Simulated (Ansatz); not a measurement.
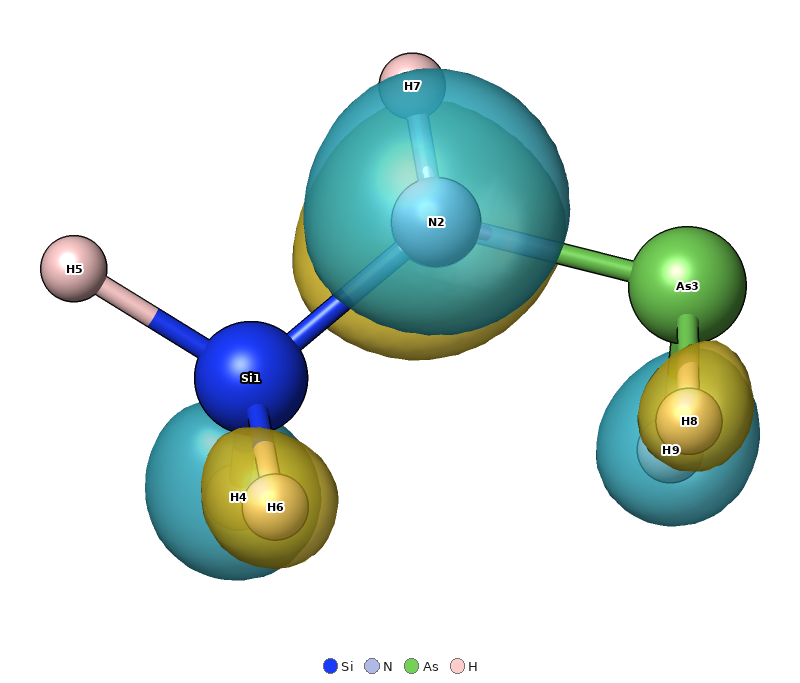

Figure 1: AsH6NSi (SMILES [SiH3]N[AsH2]). The HOMO at ±0.15 Å⁻³ᐟ² (yellow and cyan are the two phases), seen across its widest extent.

Geometry: PBE0-D4/def2-TZVP.

Theory: RKS PBE0-D4/def2-TZVPP (Ansatz 0.2.0).

```xyz
9

Si   -0.5402    0.6525   -0.8227
N     0.8718    0.2237    0.0603
As    0.9771   -1.0817    1.3599
H    -1.0692   -0.4726   -1.6457
H    -0.2030    1.7893   -1.7206
H    -1.6163    1.0488    0.1239
H     1.7766    0.5152   -0.2704
H    -0.1945   -0.5872    2.2072
H     0.0861   -2.1342    0.6911
```

> What is the character of this orbital?

Its weight (Hirshfeld) is mainly on N2 (about 55 %), Si1 (about 10 %), As3 (about 10 %), H4 (about 5 %) and H9 (about 5 %). Its energy is −7.40 eV.
